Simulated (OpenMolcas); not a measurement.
# One shape, several levels: CH8Si2 (SMILES [SiH3]C[SiH3])

Aim: a comparison of 6 runs (B3LYP/6-31G*, BHLYP/def2-SVP, M06-2X/def2-SVP, PBE/def2-SVP, TPSS/def2-SVP, r2SCAN/def2-SVP) of CH8Si2. 

Program for the calculation: OpenMolcas 26.06.

1 further run of the same task is left out (set aside as unsound or not needed).

## 1. Starting point

The species is CH8Si2 (11 atoms), meant as a singlet with charge 0. As SMILES, `[SiH3]C[SiH3]`. The Si1–H6 distance was set to 3.272 Å, away from the relaxed value. At this shape a bond of the SMILES string is far longer than usual.

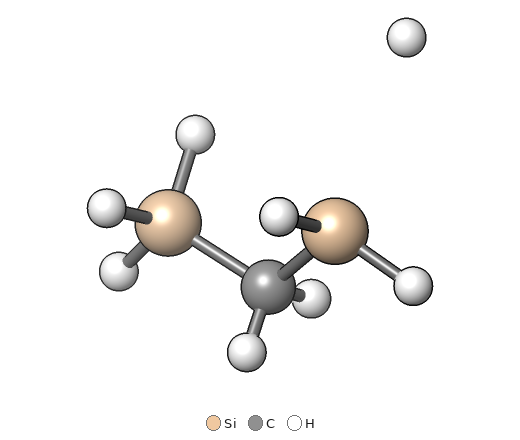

The structure, seen from a chosen angle (silicon light orange, carbon grey, hydrogen white).

## 2. A single-point energy at B3LYP/6-31G(d) (Cartesian functions) (run 1)

The input, run.input:

```
>>> EXPORT MOLCAS_PRINT=2

&GATEWAY
 BASLIB
 $CurrDir
 COORD
 11
 angstrom
 Si      -0.793215       0.552222      -2.023762
 C        0.079425      -1.103938      -2.044692
 Si       1.700945      -1.134838      -1.109512
 H       -2.070035       0.494302      -2.785592
 H        0.072255       1.596422      -2.634662
 H       -1.463790       1.436810       1.054620
 H       -0.588335      -1.860118      -1.618372
 H        0.266325      -1.391328      -3.084872
 H        1.476415      -0.786868       0.319158
 H        2.647825      -0.145778      -1.690702
 H        2.329825      -2.481878      -1.172642
 BASIS
 6-31Gs
 GROUP
 NoSym

&SEWARD
 GRIDINPUT
 Grid=UltraFine
 End of Grid

&SCF
 KSDFT
 B3LYP
 THRESHOLDS
 1e-10 1e-07 1e-07 1e-05
 PRORBITALS
 1 2
```

The basis set 6-31G* is read from a file made from the Basis Set Exchange's data (not shown).

Started as:

```console
$ export MOLCAS_MEM=1860
$ pymolcas run.input > run.log
```

Log:

```text
--- Start Module: gateway ---
[...]
--- Stop Module: gateway /rc=_RC_ALL_IS_WELL_ ---
--- Start Module: seward ---
[...]
      Basis functions           69
--- Stop Module: seward /rc=_RC_ALL_IS_WELL_ ---
[...]
--- Start Module: scf ---
[...]
       Convergence after  16 Iterations
[...]
::    Total KS-DFT energy                            -621.7430294977
[...]
      Total spin, S                                     0.0000000000
[...]
      Total electronic charge=   42.000000
      Total            charge=   -0.000000
[...]
      Dipole Moment (debye):
      Origin of the operator (angstrom)=    0.3820   -0.4303   -1.6299
                   X=  4.5009E-01               Y= -1.6354E+00               Z= -2.6257E+00           Total=  3.1260E+00
      Quadrupole Moment (debye*angstrom):
[...]
--- Stop Module: scf /rc=_RC_ALL_IS_WELL_ ---
[...]
```

It took 24 s on 1 thread of Arm Neoverse V2, shared host; peak memory 0.41 GiB.

## 3. The energy at BHLYP/def2-SVP (run 2)

The input, job.input:

```
* CH8Si2 Kohn-Sham DFT
>>> EXPORT MOLCAS_PRINT=2

&GATEWAY
  BasLib = $CurrDir
  Coord
  11
  angstrom
  Si      -0.793215       0.552222      -2.023762
  C        0.079425      -1.103938      -2.044692
  Si       1.700945      -1.134838      -1.109512
  H       -2.070035       0.494302      -2.785592
  H        0.072255       1.596422      -2.634662
  H       -1.463790       1.436810       1.054620
  H       -0.588335      -1.860118      -1.618372
  H        0.266325      -1.391328      -3.084872
  H        1.476415      -0.786868       0.319158
  H        2.647825      -0.145778      -1.690702
  H        2.329825      -2.481878      -1.172642
  Basis = def2-SVP
  Group = NoSym

&SEWARD
  GridInput
  Grid=UltraFine
  End of Grid

&SCF
  KSDFT = HYB_GGA_XC_BHANDHLYP
  Thresholds = 1e-10 1e-07 1e-07 1e-05
  PrOrbitals = 0
```

The basis set def2-SVP is read from a file made from the Basis Set Exchange's data (not shown).

Started as:

```console
$ export MOLCAS_MEM=1860
$ pymolcas job.input > job.log
```

Log:

```text
--- Start Module: gateway ---
[...]
--- Stop Module: gateway /rc=_RC_ALL_IS_WELL_ ---
--- Start Module: seward ---
[...]
      Basis functions           90
--- Stop Module: seward /rc=_RC_ALL_IS_WELL_ ---
[...]
--- Start Module: scf ---
[...]
       Convergence after  15 Iterations
[...]
::    Total KS-DFT energy                            -621.4757044429
[...]
      Total spin, S                                     0.0000000000
[...]
      Total electronic charge=   42.000000
      Total            charge=   -0.000000
[...]
      Dipole Moment (debye):
      Origin of the operator (angstrom)=    0.3820   -0.4303   -1.6299
                   X=  5.9202E-01               Y= -1.7620E+00               Z= -3.1450E+00           Total=  3.6533E+00
      Quadrupole Moment (debye*angstrom):
[...]
--- Stop Module: scf /rc=_RC_ALL_IS_WELL_ ---
[...]
```

Wall time 29 s (1 thread of Arm Neoverse V2, shared host); peak memory 0.49 GiB.

Runs 3 to 5 aren't shown in full; the table further down has their settings and results.

## 4. The energy at r2SCAN/def2-SVP (run 6)

The input, job.input:

```
&gateway
baslib = $CurrDir
coord
11
angstrom
Si      -0.793215       0.552222      -2.023762
C        0.079425      -1.103938      -2.044692
Si       1.700945      -1.134838      -1.109512
H       -2.070035       0.494302      -2.785592
H        0.072255       1.596422      -2.634662
H       -1.463790       1.436810       1.054620
H       -0.588335      -1.860118      -1.618372
H        0.266325      -1.391328      -3.084872
H        1.476415      -0.786868       0.319158
H        2.647825      -0.145778      -1.690702
H        2.329825      -2.481878      -1.172642
basis = def2-SVP
group = NoSym
&seward
gridinput
Grid=UltraFine
End of Grid
&scf
ksdft = 2
1.0 MGGA_X_R2SCAN
1.0 MGGA_C_R2SCAN
thresholds = 1e-10 1e-07 1e-07 1e-05
prorbitals = 1
```

The basis set def2-SVP is read from a file made from the Basis Set Exchange's data (not shown).

Started as:

```console
$ export MOLCAS_MEM=1860
$ pymolcas job.input > job.log
```

Log:

```text
--- Start Module: gateway ---
[...]
--- Stop Module: gateway /rc=_RC_ALL_IS_WELL_ ---
--- Start Module: seward ---
[...]
      Basis functions           90
--- Stop Module: seward /rc=_RC_ALL_IS_WELL_ ---
[...]
--- Start Module: scf ---
[...]
       Convergence after  19 Iterations
[...]
::    Total KS-DFT energy                            -621.4391173376
[...]
      Total spin, S                                     0.0000000000
[...]
      Total electronic charge=   42.000000
      Total            charge=   -0.000000
[...]
      Dipole Moment (debye):
      Origin of the operator (angstrom)=    0.3820   -0.4303   -1.6299
                   X=  4.6942E-01               Y= -1.6562E+00               Z= -2.7152E+00           Total=  3.2149E+00
      Quadrupole Moment (debye*angstrom):
[...]
--- Stop Module: scf /rc=_RC_ALL_IS_WELL_ ---
[...]
```

Run time: 55 s. Hardware: 1 thread of Arm Neoverse V2, shared host; peak memory 0.49 GiB.

## 5. All runs side by side

```csv
run,level,Cartesian functions,energy (Eh),dipole moment (D),HOMO energy (eV),LUMO energy (eV),wall time
1,B3LYP/6-31G* (Cartesian functions),yes,-621.743029,3.13,-6.04,-3.50,24 s
2,BHLYP/def2-SVP,no,-621.475704,3.65,-6.90,-2.69,29 s
3,M06-2X/def2-SVP,no,-621.438411,3.37,-6.97,-2.74,42 s
4,PBE/def2-SVP,no,-621.152359,3.05,-5.51,-4.10,51 s
5,TPSS/def2-SVP,no,-621.594093,3.25,-5.67,-4.13,45 s
6,r2SCAN/def2-SVP,no,-621.439117,3.21,-5.72,-4.13,55 s
```

## 6. Outcome

```
            quantity          value
 run 6: total energy  -621.43912 Eh
run 6: dipole moment         3.21 D
  run 6: HOMO energy       -5.72 eV
  run 6: LUMO energy       -4.13 eV
run 6: HOMO–LUMO gap        1.58 eV
```

What this shows: The dipole moment (its size) runs from 3.05 D (PBE/def2-SVP) to 3.65 D (BHLYP/def2-SVP). The HOMO–LUMO gap runs from 1.41 eV (PBE/def2-SVP) to 4.23 eV (M06-2X/def2-SVP). Totals of different functionals can't be ranked against each other. In runs 1, 2, 3, 4, 5, 6 a closed-shell determinant meets a far-stretched bond, which it describes badly. All runs together took 4.1 min, the longest 55 s.
